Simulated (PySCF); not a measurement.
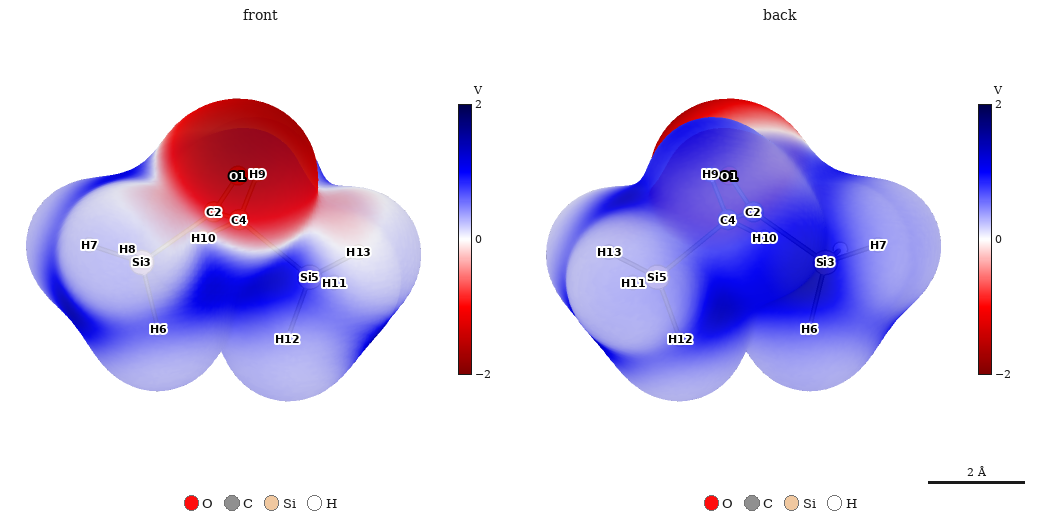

The picture shows: C2H8OSi2. The electrostatic potential painted on the density surface at 0.002 e/bohr³, seen from the front and from behind; red is negative and blue positive.

Geometry: GFN2-xTB.

Computed with PBE0/pcSseg-1, SCF density, gas phase, non-relativistic in PySCF 2.14.0.

```yaml
atoms:
  - { symbol: O, position_ang: [-0.0714, 1.7634, -1.1307] }
  - { symbol: C, position_ang: [-0.3534, 0.6577, -0.7119] }
  - { symbol: Si, position_ang: [-2.0905, 0.3213, 0.0411] }
  - { symbol: C, position_ang: [0.6258, -0.4632, -0.7350] }
  - { symbol: Si, position_ang: [1.7855, -0.2952, 0.7796] }
  - { symbol: H, position_ang: [-1.8985, -0.1836, 1.4025] }
  - { symbol: H, position_ang: [-2.7171, -0.7232, -0.7726] }
  - { symbol: H, position_ang: [-2.8545, 1.5610, 0.0172] }
  - { symbol: H, position_ang: [1.2476, -0.3972, -1.6287] }
  - { symbol: H, position_ang: [0.1189, -1.4264, -0.7162] }
  - { symbol: H, position_ang: [2.7475, -1.3968, 0.7056] }
  - { symbol: H, position_ang: [0.9872, -0.4107, 2.0017] }
  - { symbol: H, position_ang: [2.4685, 0.9933, 0.7298] }
```

Where is the surface potential most negative and most positive?

The most negative region (about −1.7 V) lies over O1, the most positive (about +1.4 V) over Si3 and Si5. O1 is the likeliest acceptor of a hydrogen bond.

How polar is the molecule by this calculation?

Its dipole moment is 2.48 D.
